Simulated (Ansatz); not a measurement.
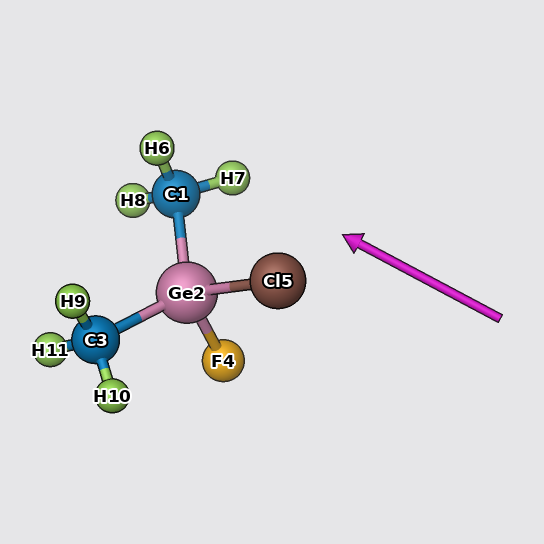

The arrow beside the molecule shows the direction of the dipole moment, from the negative to the positive end (its length means nothing). Computed geometry: PBE0-D4/def2-TZVP optimisation. No frequency run is at hand to confirm it as a minimum. Method: RKS PBE-D4/def2-TZVPP (Ansatz 0.2.0).

Question: Estimate the dipole moment.

Answer: 3.14 D; it points from the side of Cl5 to the side of H6, H8, H9, H11 (the outermost atoms at the two ends).
